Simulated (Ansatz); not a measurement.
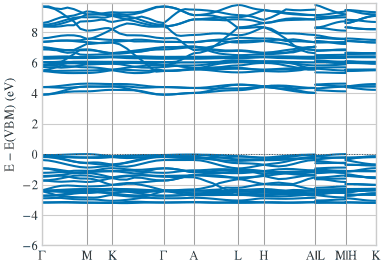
Fig. 1. Band structure from plane-wave PAW r²SCAN (Ansatz code)

Read off the gap and where the band edges lie.

About 3.9 eV (3.91 eV by a search for the band edges); maximum at M, minimum at Γ.

Which of these materials gives this?
A. Li4Nb6NiO18, P3 (Pearson symbol hP29)
B. CuI, P-3m1 (Cu on 2d, I on 2d)
C. K2RbLaV2O8, P-3m1 (Pearson symbol hP14)
D. Li2HfN2, P-3m1 (Li on 2d, Hf on 1a, N on 2d)

C, K2RbLaV2O8, P-3m1 (Pearson symbol hP14)

The first step of the workflow began from a Materials Project structure, measured or hypothetical; the Crystallography Open Database copy checked does not list it. Whether it is the stable phase at ambient conditions was not checked. The cell was relaxed with r²SCAN under the symmetry of its start; whether a distortion lowers the energy is not shown. The run is not spin-polarised. No Hubbard U is applied. Scalar-relativistic: spin–orbit coupling is off unless named, which matters more the heavier the elements.

Potentials: the later of the program's two PAW sets.
